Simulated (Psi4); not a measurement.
**wB97X/def2-SVP (core potential) run of InH2OF (SMILES [OH][InH][F])**

What is the vertical singlet–triplet gap of InH2OF at wB97X/def2-SVP (core potential)? 

The calculation is run with Psi4 1.11.

8 further runs of the same task are left out: 7 that didn't finish, 1 set aside as unsound or not needed.

## 1. Starting point

InH2OF: 5 atoms, total charge 0, spin state singlet. SMILES: `[OH][InH][F]`. Geometry: relaxed at PBE0-D4/def2-TZVP. This is a higher conformer, about 10 kJ/mol above the lowest found by a separate search.

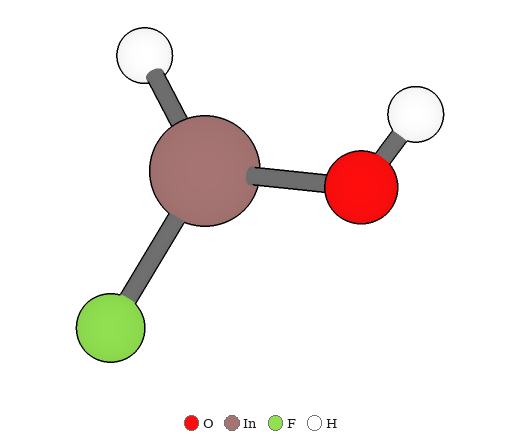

The structure, seen from a chosen angle (oxygen red, indium brown, fluorine green, hydrogen white).

## 2. The energy at wB97X/def2-SVP (core potential)

Contents of input.inp:

```
memory 2200 mb

molecule m {
  0 1
  O
  In 1 1.96648
  F 2 1.943562 1 106.41365
  H 1 0.960037 2 113.64659 3 179.99724
  H 2 1.691029 3 119.71659 1 179.99596
  symmetry c1
  no_reorient
  no_com
}

set basis def2-SVP
set puream true
set e_convergence 1e-09
set d_convergence 1e-08
set scf_type pk
set dft_radial_points 99
set dft_spherical_points 590

E = energy("wb97x")
```

On the command line:

```sh
$ psi4 -i input.inp -o input.out -n 1
```

input.out (excerpt; [...] marks lines left out):

```text
[...]
    !!!  WARNING: ECP capability is in beta. Please check occupations closely.  !!!
[...]
  Running in c1 symmetry.
[...]
  Nuclear repulsion =  128.357233260651554
[...]
  Multiplicity = 1
[...]
  Nalpha       = 20
  Nbeta        = 20
[...]
    Number of basis functions: 64
[...]
   @RKS iter   1:  -365.99009013552046   -1.56632e+00   1.32497e-02 DIIS/ADIIS
[...]
   @RKS iter  12:  -366.27557184432959   -5.00222e-12   4.65526e-09 DIIS
[...]
    Orbital Energies [Eh]
    ---------------------
    Doubly Occupied:
       1A    -24.662987     2A    -19.190043     3A     -4.803423
       4A     -3.221155     5A     -3.209669     6A     -3.208485
       7A     -1.185411     8A     -1.078195     9A     -0.908686
      10A     -0.904929    11A     -0.903417    12A     -0.898602
      13A     -0.890347    14A     -0.586009    15A     -0.525870
      16A     -0.458827    17A     -0.455641    18A     -0.452335
      19A     -0.410110    20A     -0.408341
[...]
  @RKS Final Energy:  -366.27557184432959
   => Energetics <=
    Nuclear Repulsion Energy =            128.3572332606515545
    One-Electron Energy =                -835.7337617779626271
    Two-Electron Energy =                 366.8204105271486810
    DFT Exchange-Correlation Energy =     -25.7194538541672060
    Empirical Dispersion Energy =           0.0000000000000000
    VV10 Nonlocal Energy =                  0.0000000000000000
    Total Energy =                       -366.2755718443295905
[...]
 Multipole Moments:
 ------------------------------------------------------------------------------------
     Multipole            Electronic (a.u.)      Nuclear  (a.u.)        Total (a.u.)
 ------------------------------------------------------------------------------------
 L = 1.  Multiply by 2.5417464519 to convert [e a0] to [Debye]
 Dipole X            :          0.0002237           -0.0002026            0.0000211
 Dipole Y            :         12.8203326          -11.1705862            1.6497463
 Dipole Z            :         11.7091725          -11.5669602            0.1422123
 Magnitude           :                                                    1.6558645
[...]
```

Run time: 16 s. Hardware: 1 thread of Intel Xeon at 2.50GHz (Skylake/Cascade Lake), shared host; peak memory 0.67 GiB.

## 3. The triplet: energy and forces at U-wB97X/def2-SVP (core potential)

Contents of calc.py:

```python
import psi4

psi4.set_memory('2200 MB')
psi4.set_num_threads(1)
psi4.core.set_output_file('psi4.out', False)

m = psi4.geometry("""
0 3
O     -1.279500    -0.345900    -0.577400
In     0.480100     0.042500     0.210000
F      1.185900    -1.654700     0.841500
H     -1.725200     0.429800    -0.925700
H      1.388500     1.454700     0.410200
symmetry c1
""")

options = {'basis': 'def2-SVP', 'reference': 'uks', 'puream': True, 'e_convergence': 1e-09, 'd_convergence': 1e-08, 'scf_type': 'pk', 'dft_radial_points': 99, 'dft_spherical_points': 590, 'maxiter': 100}
psi4.set_options(options)

result, w = psi4.gradient('WB97X', return_wfn=True)
psi4.oeprop(w, 'LOWDIN_CHARGES', 'DIPOLE', 'MULLIKEN_CHARGES')
print('gradient / Eh bohr^-1')
print(result.np.round(6))
print(f'energy = {w.energy():.10f} Eh')
for k, v in sorted(psi4.core.scalar_variables().items()):
    print(f'{k:45s} {v:18.10f}')
```

On the command line:

```sh
$ python calc.py
```

psi4.out (excerpt; [...] marks lines left out):

```text
[...]
    !!!  WARNING: ECP capability is in beta. Please check occupations closely.  !!!
[...]
  Running in c1 symmetry.
[...]
  Nuclear repulsion =  128.357212484484592
[...]
  Multiplicity = 3
[...]
  Nalpha       = 21
  Nbeta        = 19
[...]
    Number of basis functions: 64
[...]
   @UKS iter   1:  -365.67264905918341   -1.23693e+00   1.40631e-02 ADIIS/DIIS
[...]
   @UKS iter  30:  -366.06031398556007   -4.09273e-12   9.97244e-09 DIIS
[...]
   @S^2 Observed:                2.010644941E+00
[...]
  @UKS Final Energy:  -366.06031398556007
   => Energetics <=
    Nuclear Repulsion Energy =            128.3572124844845916
    One-Electron Energy =                -835.1906269448129478
    Two-Electron Energy =                 366.4626995804916874
    DFT Exchange-Correlation Energy =     -25.6895991057233637
    Empirical Dispersion Energy =           0.0000000000000000
    VV10 Nonlocal Energy =                  0.0000000000000000
    Total Energy =                       -366.0603139855600716
[...]
  -Total Gradient:
     Atom            X                  Y                   Z
    ------   -----------------  -----------------  -----------------
       1        0.063625377933     0.019984098555     0.027452642328
       2       -0.031999720249     0.031640662135    -0.020884249134
       3       -0.013276275502     0.014582703743    -0.008930928905
       4        0.017833122102    -0.011969931680     0.010688927699
       5       -0.036426736958    -0.053122869529    -0.008634994411
[...]
 Multipole Moments:
 ------------------------------------------------------------------------------------
     Multipole            Electronic (a.u.)      Nuclear  (a.u.)        Total (a.u.)
 ------------------------------------------------------------------------------------
 L = 1.  Multiply by 2.5417464519 to convert [e a0] to [Debye]
 Dipole X            :          8.4541682           -9.0656474           -0.6114792
 Dipole Y            :         14.4215315          -13.1035321            1.3179994
 Dipole Z            :          1.6444907           -2.1652045           -0.5207138
 Magnitude           :                                                    1.5434286
[...]
```

On the terminal:

```text
gradient / Eh bohr^-1
[[ 0.063625  0.019984  0.027453]
 [-0.032     0.031641 -0.020884]
 [-0.013276  0.014583 -0.008931]
 [ 0.017833 -0.01197   0.010689]
 [-0.036427 -0.053123 -0.008635]]
energy = -366.0603139856 Eh
CURRENT ENERGY                                   -366.0603139856
CURRENT REFERENCE ENERGY                         -366.0603139856
DD SOLVATION ENERGY                                 0.0000000000
DFT FUNCTIONAL TOTAL ENERGY                      -366.0603139856
DFT TOTAL ENERGY                                 -366.0603139856
DFT VV10 ENERGY                                     0.0000000000
DFT XC ENERGY                                     -25.6895991057
GRID ELECTRONS ALPHA                               21.0000068891
GRID ELECTRONS BETA                                19.0000066415
GRID ELECTRONS TOTAL                               40.0000135306
NUCLEAR REPULSION ENERGY                          128.3572124845
ONE-ELECTRON ENERGY                              -835.1906269448
PCM POLARIZATION ENERGY                             0.0000000000
PE ENERGY                                           0.0000000000
SCF ITERATION ENERGY                             -366.0603139856
SCF ITERATIONS                                     30.0000000000
SCF TOTAL ENERGY                                 -366.0603139856
TWO-ELECTRON ENERGY                               366.4626995805
XC GRID RADIAL POINTS                              99.0000000000
XC GRID SPHERICAL POINTS                          590.0000000000
XC GRID TOTAL POINTS                           280169.0000000000
```

Wall time 56 s (1 thread of Intel Xeon at 2.50GHz (Skylake/Cascade Lake), shared host); peak memory 0.67 GiB.

## 4. Results

At wB97X/def2-SVP (core potential):

| quantity | value |
| --- | --- |
| singlet: total energy | -366.27557 Eh |
| singlet: dipole moment | 4.21 D |
| singlet: HOMO energy | -11.11 eV |
| singlet: LUMO energy | 0.66 eV |
| singlet: HOMO–LUMO gap | 11.77 eV |
| triplet: total energy | -366.06031 Eh |
| triplet: dipole moment | 3.92 D |
| triplet: HOMO energy (highest over α and β) | -5.41 eV |
| triplet: LUMO energy (lowest over α and β) | -4.90 eV |
| triplet: ⟨S²⟩ | 2.011 |
| triplet: largest force on an atom | 3.709 eV/Å |
| vertical energy of the triplet above the singlet | 5.857 eV |

In words: At this shape the triplet lies 5.86 eV (565 kJ/mol) above the singlet. Mulliken charges (triplet) run from -0.43 on F3 to +0.45 on In2.
